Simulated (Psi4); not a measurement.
# H2 (hydrogen) at wB97X/aug-cc-pVTZ

Aim: the vertical electron affinity of H2 (hydrogen) at wB97X/aug-cc-pVTZ, from 2 runs. 

The calculation is run with Psi4 1.11.

9 further runs of the same task are left out: 7 that didn't finish, 2 set aside as unsound or not needed.

## Step 1: The structure to begin with

H2: 2 atoms, total charge 0, spin state singlet. As SMILES, `[H][H]`. The coordinates come from a PBE0-D4/def2-TZVP relaxation.

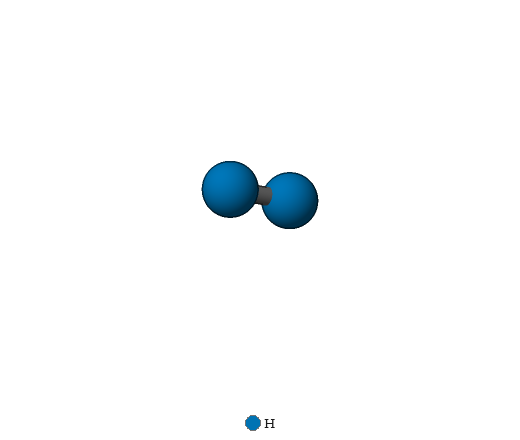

Viewed from a chosen angle; hydrogen blue.

## Step 2: Energy and forces at wB97X/aug-cc-pVTZ

Input file job.py:

```python
import psi4

psi4.set_memory('1600 MB')
psi4.set_num_threads(1)
psi4.core.set_output_file('output.dat', False)

mol = psi4.geometry("""
0 1
H      0.319300    -0.099200     0.165500
H     -0.319300     0.099200    -0.165500
symmetry c1
""")

psi4.set_options({
    'reference': 'rks',
    'puream': True,
    'e_convergence': 1e-09,
    'd_convergence': 1e-08,
    'scf_type': 'pk',
    'dft_radial_points': 99,
    'dft_spherical_points': 590,
})

energy_value = psi4.gradient('wb97x/aug-cc-pVTZ', molecule=mol)
print('gradient / Eh bohr^-1')
print(energy_value.np.round(6))
for k, v in sorted(psi4.core.scalar_variables().items()):
    print(f'{k:45s} {v:18.10f}')
```

On the command line:

```bash
$ python job.py
```

output.dat:

```text
[...]
  Running in c1 symmetry.
[...]
  Nuclear repulsion =    0.709214241018519
[...]
  Multiplicity = 1
[...]
  Nalpha       = 1
  Nbeta        = 1
[...]
    Number of basis functions: 46
[...]
   @RKS iter   1:    -1.17097719493414   -2.79164e-01   9.25356e-04 DIIS/ADIIS
[...]
   @RKS iter   6:    -1.17240621838525   -7.58482e-12   4.72521e-09 DIIS
[...]
    Orbital Energies [Eh]
    ---------------------
    Doubly Occupied:
       1A     -0.539777
    Virtual:
       2A      0.059065     3A      0.063743     4A      0.175857
       5A      0.203216     6A      0.203216     7A      0.293874
       8A      0.309460     9A      0.309460    10A      0.404283
      11A      0.406131    12A      0.703623    13A      0.751222
      14A      0.751222    15A      0.856699    16A      0.856699
      17A      0.857051    18A      0.857051    19A      0.864424
      20A      1.014678    21A      1.024213    22A      1.024213
      23A      1.039176    24A      1.039176    25A      1.430527
[...]
  @RKS Final Energy:    -1.17240621838525
   => Energetics <=
    Nuclear Repulsion Energy =              0.7092142410185193
    One-Electron Energy =                  -2.4981215440964162
    Two-Electron Energy =                   0.9593544767625195
    DFT Exchange-Correlation Energy =      -0.3428533920698741
    Empirical Dispersion Energy =           0.0000000000000000
    VV10 Nonlocal Energy =                  0.0000000000000000
    Total Energy =                         -1.1724062183852517
[...]
 Multipole Moments:
 ------------------------------------------------------------------------------------
     Multipole            Electronic (a.u.)      Nuclear  (a.u.)        Total (a.u.)
 ------------------------------------------------------------------------------------
 L = 1.  Multiply by 2.5417464519 to convert [e a0] to [Debye]
 Dipole X            :         -0.0000000            0.0000000           -0.0000000
 Dipole Y            :          0.0000000            0.0000000            0.0000000
 Dipole Z            :          0.0000000            0.0000000            0.0000000
 Magnitude           :                                                    0.0000000
[...]
  -Total Gradient:
     Atom            X                  Y                   Z
    ------   -----------------  -----------------  -----------------
       1        0.001888738687     0.000000000000    -0.000000000000
       2       -0.001888738687     0.000000000000     0.000000000000
[...]
```

On the terminal:

```text
gradient / Eh bohr^-1
[[ 0.001889  0.       -0.      ]
 [-0.001889  0.        0.      ]]
CURRENT ENERGY                                     -1.1724062184
CURRENT REFERENCE ENERGY                           -1.1724062184
DD SOLVATION ENERGY                                 0.0000000000
DFT FUNCTIONAL TOTAL ENERGY                        -1.1724062184
DFT TOTAL ENERGY                                   -1.1724062184
DFT VV10 ENERGY                                     0.0000000000
DFT XC ENERGY                                      -0.3428533921
GRID ELECTRONS ALPHA                                1.0000000000
GRID ELECTRONS BETA                                 1.0000000000
GRID ELECTRONS TOTAL                                2.0000000001
NUCLEAR REPULSION ENERGY                            0.7092142410
ONE-ELECTRON ENERGY                                -2.4981215441
PCM POLARIZATION ENERGY                             0.0000000000
PE ENERGY                                           0.0000000000
SCF ITERATION ENERGY                               -1.1724062184
SCF ITERATIONS                                      6.0000000000
SCF TOTAL ENERGY                                   -1.1724062184
TWO-ELECTRON ENERGY                                 0.9593544768
XC GRID RADIAL POINTS                              99.0000000000
XC GRID SPHERICAL POINTS                          590.0000000000
XC GRID TOTAL POINTS                           114122.0000000000
```

Run time: 2 s. Hardware: 1 thread of AMD EPYC 9R45 (Zen 5), shared host; peak memory 0.36 GiB.

## Step 3: The doublet anion

Input file input.in:

```
memory 1600 mb

molecule m {
  -1 2
  H      0.319300    -0.099200     0.165500
  H     -0.319300     0.099200    -0.165500
  symmetry c1
}

set basis aug-cc-pVTZ
set reference uks
set puream true
set e_convergence 1e-09
set d_convergence 1e-08
set scf_type pk
set dft_radial_points 99
set dft_spherical_points 590
set maxiter 100

E, wfn = gradient('wb97x', return_wfn=True)
oeprop(wfn, 'MAYER_INDICES', 'WIBERG_LOWDIN_INDICES', 'LOWDIN_CHARGES', title='WB97X')
print_variables()
```

On the command line:

```bash
$ psi4 input.in input.out -n 1
```

input.out:

```text
[...]
  Running in c1 symmetry.
[...]
  Nuclear repulsion =    0.709214241018519
[...]
  Multiplicity = 2
[...]
  Nalpha       = 2
  Nbeta        = 1
[...]
    Number of basis functions: 46
[...]
   @UKS iter   1:    -1.07946207895234   -1.87649e-01   2.50563e-03 DIIS/ADIIS
[...]
   @UKS iter  10:    -1.12344283715927   -3.09597e-12   5.63495e-09 DIIS
[...]
   @S^2 Observed:                7.506903309E-01
[...]
    Orbital Energies [Eh]
    ---------------------
    Alpha Occupied:
       1A     -0.381464     2A      0.047541
    Alpha Virtual:
       3A      0.154882     4A      0.304558     5A      0.344785
       6A      0.344785     7A      0.418951     8A      0.425090
       9A      0.425090    10A      0.538414    11A      0.544432
      12A      0.849569    13A      0.902381    14A      0.902382
      15A      1.000831    16A      1.000831    17A      1.009861
      18A      1.009861    19A      1.013406    20A      1.170236
      21A      1.173895    22A      1.173895    23A      1.191634
      24A      1.191634    25A      1.589853    26A      2.006366
[...]
  @UKS Final Energy:    -1.12344283715927
   => Energetics <=
    Nuclear Repulsion Energy =              0.7092142410185193
    One-Electron Energy =                  -2.7639370399876424
    Two-Electron Energy =                   1.2826561595551949
    DFT Exchange-Correlation Energy =      -0.3513761977453377
    Empirical Dispersion Energy =           0.0000000000000000
    VV10 Nonlocal Energy =                  0.0000000000000000
    Total Energy =                         -1.1234428371592662
[...]
 Multipole Moments:
 ------------------------------------------------------------------------------------
     Multipole            Electronic (a.u.)      Nuclear  (a.u.)        Total (a.u.)
 ------------------------------------------------------------------------------------
 L = 1.  Multiply by 2.5417464519 to convert [e a0] to [Debye]
 Dipole X            :          0.0000000            0.0000000            0.0000000
 Dipole Y            :          0.0000000            0.0000000            0.0000000
 Dipole Z            :          0.0000000            0.0000000            0.0000000
 Magnitude           :                                                    0.0000000
[...]
  -Total Gradient:
     Atom            X                  Y                   Z
    ------   -----------------  -----------------  -----------------
       1       -0.006814043668    -0.000000000000    -0.000000000000
       2        0.006814043668     0.000000000000     0.000000000000
[...]
```

It took 3.3 s on 1 thread of AMD EPYC 9R45 (Zen 5), shared host; peak memory 0.37 GiB.

## Step 4: Results

At wB97X/aug-cc-pVTZ:

| quantity | value |
| --- | --- |
| singlet H2: total energy | -1.17241 Eh |
| singlet H2: dipole moment | 0.00 D |
| singlet H2: HOMO energy | -14.69 eV |
| singlet H2: LUMO energy | 1.61 eV |
| singlet H2: HOMO–LUMO gap | 16.30 eV |
| singlet H2: largest force on an atom | 0.097 eV/Å |
| doublet anion: total energy | -1.12344 Eh |
| doublet anion: HOMO energy (highest over α and β) | 1.29 eV |
| doublet anion: LUMO energy (lowest over α and β) | 4.21 eV |
| doublet anion: ⟨S²⟩ | 0.751 |
| doublet anion: largest force on an atom | 0.350 eV/Å |
| vertical electron affinity (to the doublet anion) | -1.332 eV |

What this shows: The anion lies 1.33 eV (129 kJ/mol) above the neutral: the electron isn't bound at this level, and such a value depends on the basis. The HOMO (doublet anion) lies at positive energy, 1.29 eV; only total energies tell whether the electron is bound.
